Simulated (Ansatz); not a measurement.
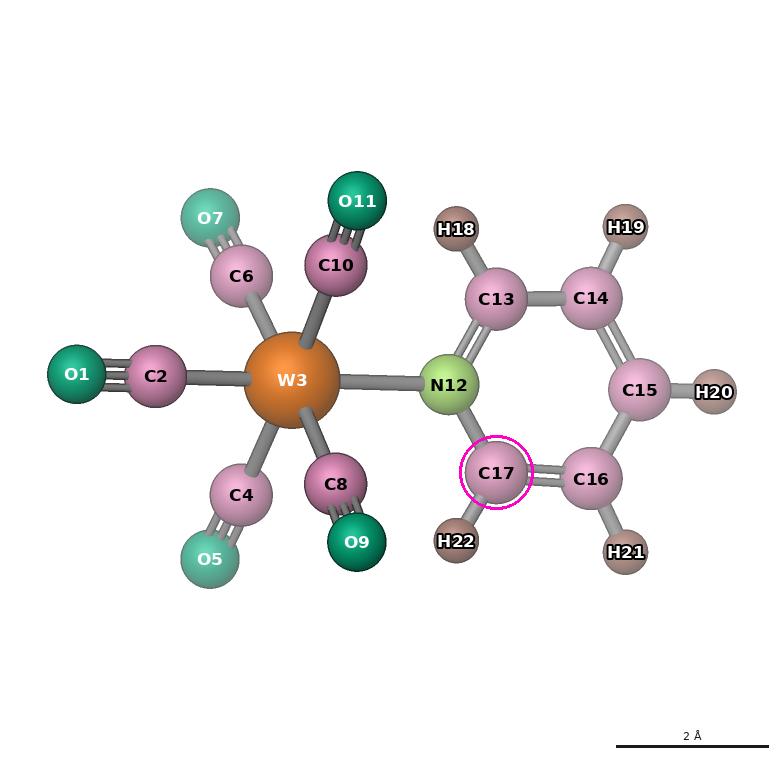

Orthographic view. Depth is shown by fading: the farther an atom, the more it takes the colour of the background. The species is neutral and a spin singlet. The computed structure is the end point of a PBE0-D4/def2-TZVP optimisation. No frequency run is at hand to confirm it as a minimum.

**Name the neighbours of the circled atom.**

The circled atom is C17; it is bonded to N12, C16, H22.

**Of C10 and O11, which is nearer the viewer?**

O11; the bond to C10 points away from the viewer, so it looks shorter than its 1.14 Å.

**Which two atoms are farthest apart in space?**

O1 and H20, 9.29 Å.

**What is the shortest path along bonds from the circled atom to C8?**

C17–N12–W3–C8, 3 bonds; through space the two are 3.37 Å apart.
